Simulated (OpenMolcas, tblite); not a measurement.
**A ladder of methods for C2H7BO (SMILES CBOC)**

C2H7BO: 11 atoms, total charge 0, spin state singlet. As SMILES, `CBOC`. Geometry: relaxed at PBE0-D4/def2-TZVP. This is one conformer, not always the lowest.

```xyz
11

C    -1.3062    1.3417   -0.3647
B    -0.4347    0.2067    0.2571
O     0.6266   -0.2671   -0.4252
C     1.4544   -1.2897    0.0839
H    -0.9660    1.6570   -1.3526
H    -2.3514    1.0213   -0.4376
H    -1.3157    2.2146    0.2979
H    -0.6787   -0.2682    1.3408
H     1.4464   -2.1330   -0.6101
H     1.1138   -1.6261    1.0674
H     2.4768   -0.9142    0.1637
```

Quantity: the vertical energy of the triplet above the singlet, in eV. The values are calculated.

```json
{"level": "IPEA1-xTB", "kind": "semi-empirical", "program": "tblite", "value (eV)": "6.87"}
{"level": "HF/cc-pVDZ", "kind": "Hartree–Fock", "program": "OpenMolcas", "value (eV)": "7.00"}
{"level": "SVWN5/cc-pVDZ", "kind": "LDA", "program": "OpenMolcas", "value (eV)": "5.95"}
{"level": "revPBE/cc-pVDZ", "kind": "GGA", "program": "OpenMolcas", "value (eV)": "5.94"}
{"level": "TPSS/cc-pVDZ", "kind": "meta-GGA", "program": "OpenMolcas", "value (eV)": "6.06"}
{"level": "r2SCAN/cc-pVDZ", "kind": "meta-GGA", "program": "OpenMolcas", "value (eV)": "6.03"}
{"level": "M06-2X/cc-pVDZ", "kind": "hybrid meta-GGA", "program": "OpenMolcas", "value (eV)": "6.62"}
```

The values span 5.94 to 7.00 eV. A triplet this far above the singlet is often a Rydberg-like or dissociative state; sets without diffuse functions put Rydberg states too high.

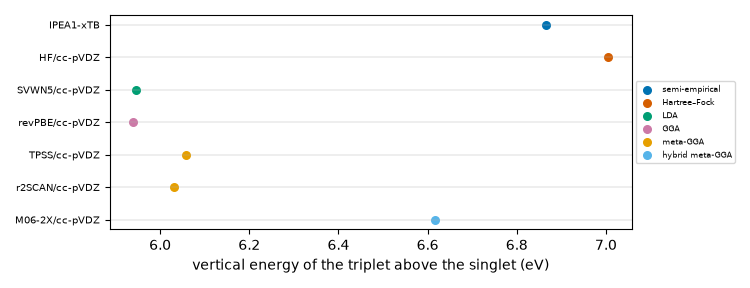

The values of the table, level by level.
